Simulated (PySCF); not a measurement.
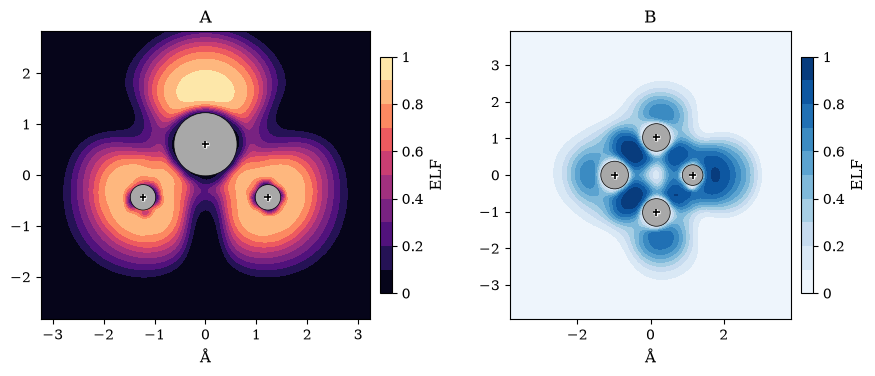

The electron localisation function of 2 systems, each on a plane through atoms (crosses mark nuclei in the plane; grey discs cover the cores).

Computed with PySCF, CAM-B3LYP/def2-SVPD, SCF density, gas phase.

System 1: F2HP (SMILES FPF), the plane of atoms F1, P2 and F3. Geometry: PBE0-D3(BJ)/def2-SVP.

```yaml
atoms:
  - { symbol: F, position_ang: [1.2602, -0.5430, 0.2998] }
  - { symbol: P, position_ang: [-0.1290, -0.3153, -0.4801] }
  - { symbol: F, position_ang: [-1.1277, -0.2425, 0.7801] }
  - { symbol: H, position_ang: [0.0214, 1.1116, -0.6239] }
```

System 2: C3H6O (Oxetane), the plane of atoms C1, C2 and O3. Geometry: PBE0-D3(BJ)/def2-SVP.

```xyz
10

C    -0.0986    0.6557   -0.4408
C     1.0582   -0.2028    0.0848
O     0.1605   -1.1542    0.6490
C    -0.9732   -0.3696    0.2907
H    -0.1458    1.6887   -0.0702
H    -0.2095    0.6599   -1.5337
H     1.7214   -0.6503   -0.6765
H     1.6899    0.2831    0.8514
H    -1.5093    0.0204    1.1757
H    -1.6937   -0.9307   -0.3304
```

Q: Match each panel to its system.

A: Panel A is system 1, F2HP: the plane holds F and P. P–F (1.61 Å): the ELF peaks at about 0.85 in the valence shell of F, 0.6 Å from its nucleus, and is about 0.65 at the midpoint. Panel B is system 2, C3H6O: the plane holds C and O. C–O (1.42 Å): the ELF peaks at about 0.90 between the atoms (a shared but strongly polarised pair).
